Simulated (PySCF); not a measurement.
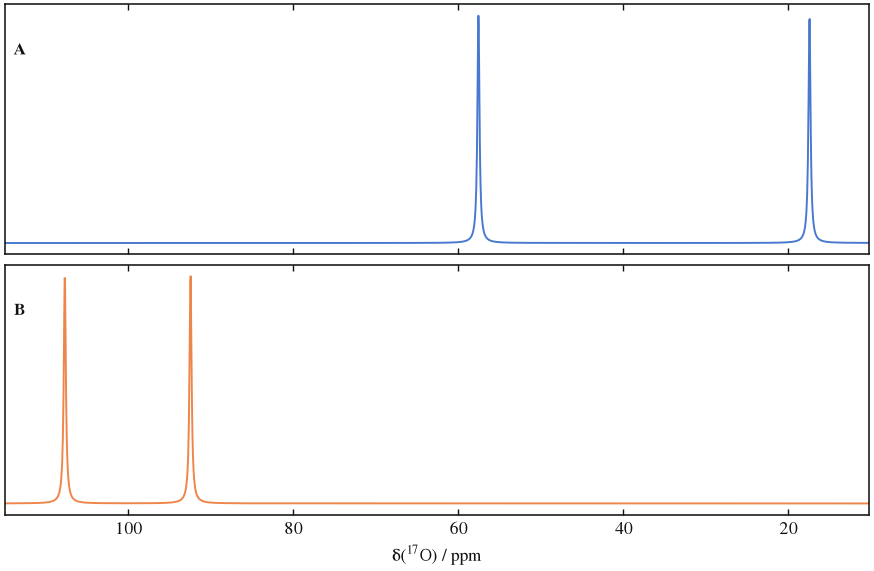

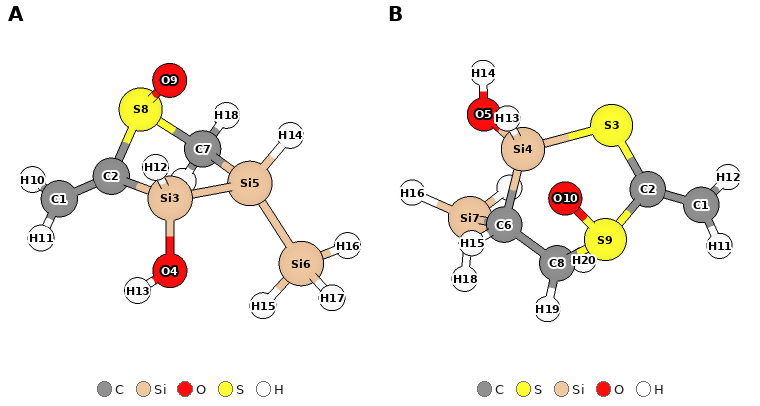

Related molecules: A is C₃H₁₀O₂SSi₃, SMILES C=C1[Si@@H](O)[Si@@H]([SiH3])C[S@@]1=O; B is C₄H₁₀O₂S₂Si₂, SMILES C=C1S[Si@@H](O)[C@@H]([SiH3])C[S@@]1=O. GIAO ¹⁷O shifts against H₂O (¹⁷O: a single water molecule, while the usual scale starts at liquid water and gives values some tens of ppm lower), PBE0/pcSseg-1 in PySCF, at a GFN2-xTB geometry (no frequency check); fully decoupled, line heights follow the number of nuclei within a panel, widths are arbitrary (no quadrupolar broadening); values of one conformer, averaged over methyl-type rotors and exact or near symmetry; other conformers aren't averaged in.

Question: Assign the ¹⁷O signals of each molecule.

Answer: A: 57.6 (O9); 17.4 (O4)
B: 107.7 (O5); 92.5 (O10)

Caveats, for all or some of the runs: the tight-binding geometry is rougher than a DFT one and adds to the error.
